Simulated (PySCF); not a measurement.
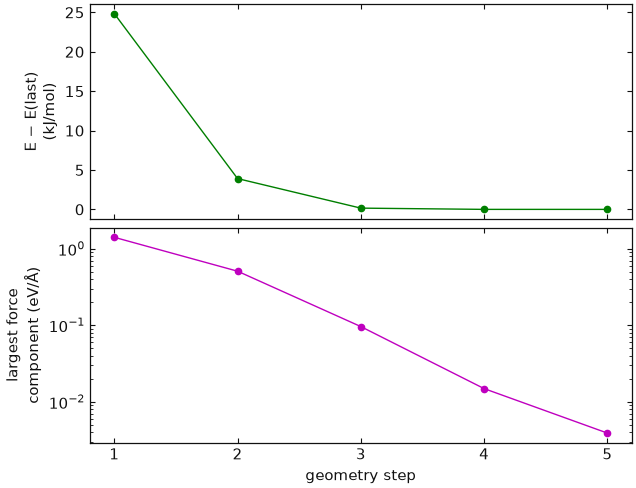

History of a geometry optimisation. The start has point group C4v, which is kept. A held symmetry can leave a saddle point.

GeCl5- molecule (charge −1); RKS-based B3LYP, Ge def2-SVPD, Cl def2-SVPD; non-relativistic Hamiltonian; density fitting in PySCF 2.14.0.

> How did the optimisation end?

The optimisation met its thresholds at geometry 5, counting the start as the first. The energy fell by about 25 kJ/mol from the first step to the last. The largest force component goes from about 1.4 eV/Å at the start to 4 × 10⁻³ eV/Å at the end.
